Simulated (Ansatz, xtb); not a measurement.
Pulling on the Ga1–H2 bond in GaH4N (SMILES [NH2][GaH2]) (multiplicity 1 held, fragments rigid). Energies count from the point at 1.562 Å.
Geometry at that point (charge 0, multiplicity 1):
```xyz
6

Ga     0.0071    -0.1752    -0.3421
H     -1.2916    -0.0769    -1.2036
H      1.3319    -0.9094    -0.7224
N     -0.0268     0.6560     1.2808
H     -0.8205     1.1614     1.6389
H      0.7460     0.6643     1.9262
```

Restricted levels (R-, RO-) in cc, def2 and unpolarised 6-31G sets keep to the state of the molecule at rest. U- levels take the lowest unrestricted solution at each point, which mixes spins at long bonds. Active spaces are followed from a long bond inwards. Levels need not reach the same state.

Frozen-core correlation. Filled d and f shells under p-block atoms count as core.

Programs: Ansatz (Gaussian orbitals); xtb for the GFN methods.  The GFN methods have no spin term and hold the electronic entropy of 300 K.

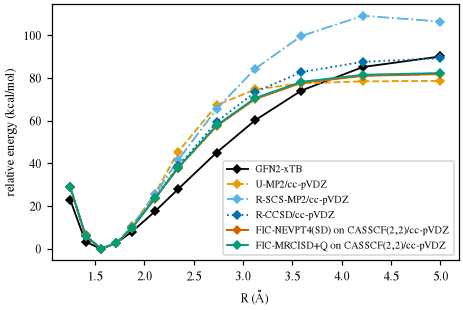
Figure: Relative energy along the coordinate

Question: Read off the GFN2-xTB curve at R = 2.733.

Answer: about 45 kcal/mol

Doubts at one or more of the structures used: a spin-contaminated determinant (U-MP2/cc-pVDZ); a restricted determinant that unrestricted orbitals would lower (R-SCS-MP2/cc-pVDZ, R-CCSD/cc-pVDZ); other coupled-cluster roots lie near (R-CCSD/cc-pVDZ); T1 above 0.05 (R-CCSD/cc-pVDZ).

Ansatz is an electronic-structure program.
